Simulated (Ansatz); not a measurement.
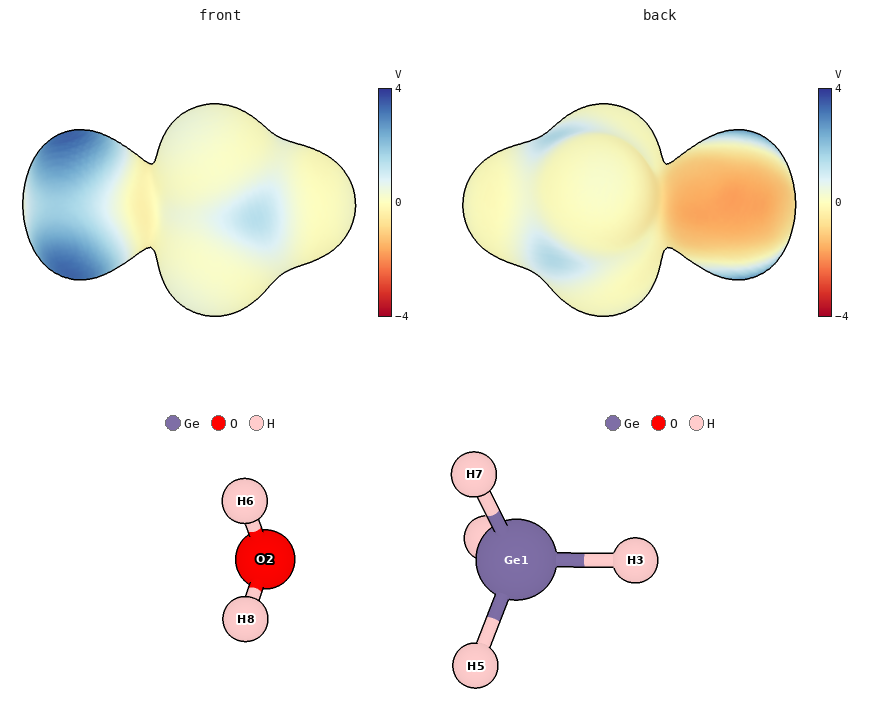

Figure. GeH4···H2O. The electrostatic potential painted on the density surface at 0.004 e/bohr³, seen from the front and from behind; the colour scale runs from red (negative) to blue (positive). The bare structure is drawn below in the same view.

The product side of a reaction path; geometry: PBE0-D4/def2-TZVP.

Method: RKS PBE0-D4/def2-TZVPP (Ansatz).

```xyz
8

Ge   -0.6370    1.0379   -0.3767
O     0.6924   -1.7896    0.5176
H    -1.2284    2.3958   -0.7996
H    -1.7605    0.0012   -0.3050
H     0.4143    0.6249   -1.4150
H     1.0132   -1.6286    1.4079
H     0.0250    1.2100    0.9972
H     1.4809   -1.8515   -0.0264
```

Q: Describe the electrostatic potential map.

A: The most negative region (about −1.7 V) lies over O2, the most positive (about +3.3 V) over H6 and H8. O2 is the likeliest acceptor of a hydrogen bond.
